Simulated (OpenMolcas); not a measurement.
**SCAN/ANO-R2 (DKH4, RICD fitting) run of C2HCl2F (SMILES FC=C(Cl)Cl)**

What is the vertical ionisation energy of C2HCl2F at SCAN/ANO-R2 (DKH4, RICD fitting)? 

Program for the calculation: OpenMolcas 26.06.

### Step 1. Starting point

C2HCl2F has 6 atoms, charge 0, and is taken as a singlet. As SMILES, `FC=C(Cl)Cl`. The shape is that of a GFN2-xTB optimisation.

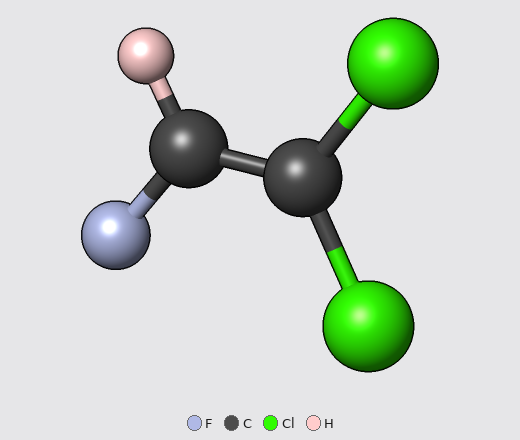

Viewed from a chosen angle; fluorine light blue, carbon dark grey, chlorine green, hydrogen pink.

### Step 2. The energy at SCAN/ANO-R2 (DKH4, RICD fitting)

job.input reads:

```
&gateway
coord
6
angstrom
F        0.377390      -1.455220       1.030310
C        0.337900      -0.177220       0.642990
C       -0.250130       0.193360      -0.490060
Cl      -1.011930      -0.900910      -1.567580
Cl      -0.276230       1.844560      -0.948520
H        0.823010       0.495430       1.332860
basis = ANO-R2
group = NoSym
ricd
&seward
relativistic = R04O02
expert
&scf
ksdft = 2
1.0 MGGA_X_SCAN
1.0 MGGA_C_SCAN
prorbitals = 0
```

Command:

```console
$ export MOLCAS_MEM=1860
$ pymolcas job.input > job.log
```

The log of the run:

```text
--- Start Module: gateway ---
[...]
--- Stop Module: gateway /rc=_RC_ALL_IS_WELL_ ---
[...]
--- Start Module: seward ---
[...]
 ###    WARNING:  EXPERT option is ON!                                       ###
 ###############################################################################
               SEWARD will generate:
[...]
      Basis functions          191
--- Stop Module: seward /rc=_RC_ALL_IS_WELL_ ---
[...]
--- Start Module: scf ---
[...]
       Convergence after  13 Iterations
[...]
::    Total KS-DFT energy                           -1100.1112160340
[...]
      Total spin, S                                     0.0000000000
[...]
      Total electronic charge=   56.000000
      Total            charge=   -0.000000
[...]
      Dipole Moment (debye):
      Origin of the operator (angstrom)=   -0.3159    0.0530   -0.5725
                   X=  4.5223E-01               Y=  8.0381E-01               Z=  5.9920E-01           Total=  1.0998E+00
      Quadrupole Moment (debye*angstrom):
[...]
--- Stop Module: scf /rc=_RC_ALL_IS_WELL_ ---
[...]
```

Run time: 60 s. Hardware: 1 thread of Arm Neoverse V1, shared host; peak memory 0.46 GiB.

### Step 3. The doublet cation, same level

job.input reads:

```
* C2HCl2F Kohn-Sham DFT

&GATEWAY
 COORD
 6
 angstrom
 F        0.377390      -1.455220       1.030310
 C        0.337900      -0.177220       0.642990
 C       -0.250130       0.193360      -0.490060
 Cl      -1.011930      -0.900910      -1.567580
 Cl      -0.276230       1.844560      -0.948520
 H        0.823010       0.495430       1.332860
 BASIS=ANO-R2
 GROUP=NoSym
 RICD

&SEWARD
 RELATIVISTIC=R04O02
 EXPERT

&SCF
 UHF
 CHARGE=1
 SPIN=2
 KSDFT=2
 1.0 MGGA_X_SCAN
 1.0 MGGA_C_SCAN
 PRORBITALS=0
```

Command:

```console
$ export MOLCAS_MEM=1860
$ pymolcas job.input > job.log
```

The log of the run:

```text
--- Start Module: gateway ---
[...]
--- Stop Module: gateway /rc=_RC_ALL_IS_WELL_ ---
[...]
--- Start Module: seward ---
[...]
 ###    WARNING:  EXPERT option is ON!                                       ###
 ###############################################################################
               SEWARD will generate:
[...]
      Basis functions          191
--- Stop Module: seward /rc=_RC_ALL_IS_WELL_ ---
[...]
--- Start Module: scf ---
[...]
       Convergence after  23 Iterations
[...]
::    Total KS-DFT energy                           -1099.7631059316
[...]
      Total spin, S                                     0.5016375355
[...]
      Total electronic charge=   55.000000
      Total            charge=    1.000000
[...]
      Dipole Moment (debye):
      Origin of the operator (angstrom)=   -0.3159    0.0530   -0.5725
                   X=  8.9340E-01               Y=  1.1719E+00               Z=  1.2901E+00           Total=  1.9586E+00
      Center of Charge (angstrom)
[...]
--- Stop Module: scf /rc=_RC_ALL_IS_WELL_ ---
[...]
```

Wall time 2.3 min (1 thread of Arm Neoverse V1, shared host); peak memory 0.46 GiB.

### Step 4. Summary of results

At SCAN/ANO-R2 (DKH4, RICD fitting):

| quantity | value |
| --- | --- |
| singlet C2HCl2F: total energy | -1100.11122 Eh |
| singlet C2HCl2F: dipole moment | 1.10 D |
| singlet C2HCl2F: HOMO energy | -6.44 eV |
| singlet C2HCl2F: LUMO energy | -1.25 eV |
| singlet C2HCl2F: HOMO–LUMO gap | 5.19 eV |
| doublet cation: total energy | -1099.76311 Eh |
| doublet cation: HOMO energy (highest over α and β) | -13.78 eV |
| doublet cation: LUMO energy (lowest over α and β) | -12.50 eV |
| doublet cation: ⟨S²⟩ | 0.753 |
| vertical ionisation energy (to the doublet cation) | 9.473 eV |

This program's gradients are faulty for this kind of reference, so any forces in the log (doublet cation) can't be trusted; the energy can. Removing an electron at fixed nuclei costs 9.47 eV (914 kJ/mol). −ε(HOMO) before ionisation, 6.44 eV, is 3.03 eV below this ionisation energy. Mulliken charges (doublet cation) run from -0.01 on F1 to +0.28 on C2; they depend strongly on the basis.
